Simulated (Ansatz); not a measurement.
Partial pair distribution functions of a relaxed model of amorphous Si18O26C12H24, broadened by 0.06 Å; density 1.50 g/cm³. Calculation: PBE, scalar-relativistic without spin-orbit coupling (plane waves to 420 eV, PAW; Ansatz, an electronic-structure program).

A CHGNet melt-quench gave the starting glass, which DFT then relaxed. O atoms were pushed apart under 1.9 Å during the dynamics, to hinder bonds among them. The hot cell started wider than the set density and was brought back towards it in steps. It is the lowest in DFT energy of 2 quenches. It is a model cell: composition and starting density were chosen by hand, and all elements were melted together. No dispersion term was used. Its density started from a set value of 1.50 and ended at 1.50 g/cm³. The simulated quench (nominally 340 K/ps over its main leg) is rapid and tends to freeze in more defects than a deposited or slowly cooled glass has. Values belong to this one cell and scatter from quench to quench. Volume and shape were free in the relaxation.

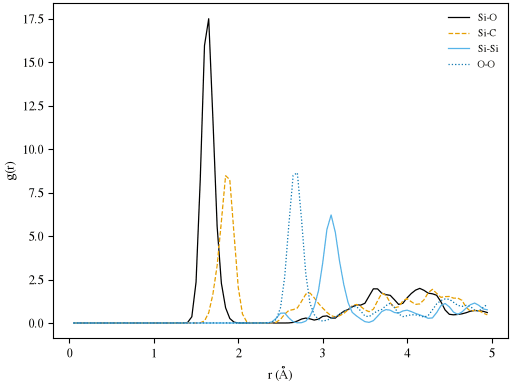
Partial pair distribution functions

Highest peaks under 4.5 Å: Si-O near 1.65 Å, Si-C near 1.85 Å, Si-Si near 3.10 Å, O-O near 2.70 Å; pairs of few atoms are noisy.

Within 2.00 Å each Si has 2.39 O neighbours on average.
